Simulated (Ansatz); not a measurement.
BaZrO3 (cubic perovskite)

```
BaZrO3
1.0
    4.18056     0.00000     0.00000
    0.00000     4.18056     0.00000
    0.00000     0.00000     4.18056
Ba Zr O
1 1 3
Direct
  0.00000   0.00000   0.00000
  0.50000   0.50000   0.50000
  0.00000   0.50000   0.50000
  0.50000   0.50000   0.00000
  0.50000   0.00000   0.50000
```

Two coordinates are scanned: the volume, and the ratio of the stretch along z (the conventional c axis) to the stretch across it. Atoms keep their fractional coordinates.

Method: PBEsol (plane waves to 420 eV, PAW, scalar-relativistic; Ansatz, an electronic-structure program). k mesh 8×8×8 (Γ-centred), Fermi-Dirac smearing 0.05 eV. Energies are smeared free energies. Compression counts positive. BaZrO3 is run without spin polarisation. BaZrO3 was relaxed with its symmetry unable to fall. The zero of ΔE is the relaxed starting cell.

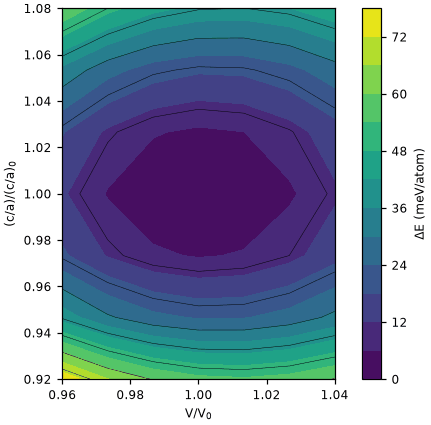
ΔE (meV/atom) over the 7×7 grid of computed points.

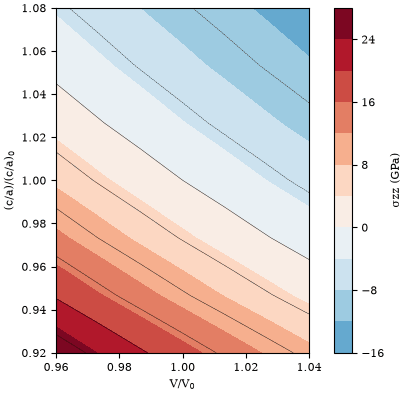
Figure. σzz (GPa) over the 7×7 grid of computed points.

The shear modulus C′ = (C11 − C12)/2 (fit, atoms clamped) is 120 GPa. Highest place on the grid: V/V₀ = 0.960, (c/a)/(c/a)₀ = 0.920 (76.0 meV/atom). Lowest place on the grid: V/V₀ = 1.000, (c/a)/(c/a)₀ = 1.000 (0.0 meV/atom).

Near the relaxed cell σzz − σxx = −2Cδ (compression positive), C being this modulus and δ the logarithm of the ratio.

(A scan under strain: stresses follow from slopes of the energy per volume, elastic moduli from its curvatures.)
